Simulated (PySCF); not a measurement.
System: C₄H₅N₂P (SMILES C=Cn1cpcn1).

```xyz
12

C    -2.1250   -0.2781    0.3386
C    -1.1388    0.5918    0.1801
N     0.1830    0.2166   -0.0317
C     1.2043    1.0905   -0.1951
P     2.7122    0.3057   -0.4369
C     1.7952   -1.1964   -0.2897
N     0.5169   -1.0638   -0.0851
H    -1.9334   -1.3359    0.3093
H    -3.1350    0.0495    0.5002
H    -1.2855    1.6625    0.2023
H     1.0046    2.1467   -0.1630
H     2.2027   -2.1897   -0.3550
```

Geometry: GFN2-xTB.

Theory: wB97X-D/def2-SVPD, SCF density, gas phase in PySCF 2.14.0.

What can the converged electron density and electron localisation function tell about the bonding?

Answer. C–N (1.30 Å): the density is about 2.6 e/Å³ at the midpoint; the ELF peaks at about 0.90 between the atoms: localised, covalent bonding.
N–N (1.32 Å): ρ is about 2.7 e/Å³ halfway; the ELF peaks at about 0.90 between the atoms (a covalent bond).
C–C (1.32 Å): ρ is about 2.3 e/Å³ halfway; the ELF peaks at about 0.95 between the atoms (a short, multiple covalent bond).
C–P (1.72 Å): ρ at the midpoint is about 1.3 e/Å³; the ELF peaks at about 0.95 between the atoms: localised, covalent bonding.

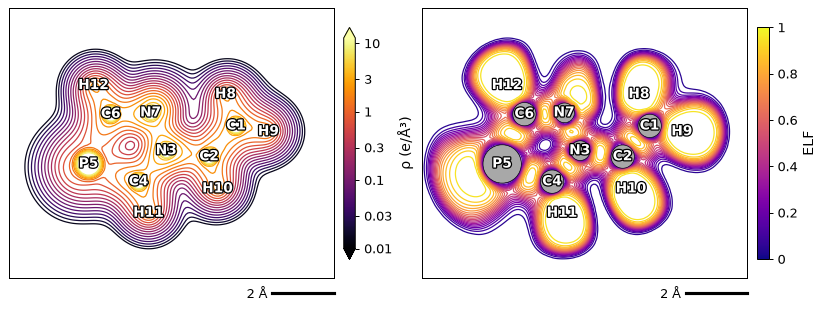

Computed electron density and electron localisation function on the molecular plane, in this order. Grey discs cover the atomic cores in the ELF map. 
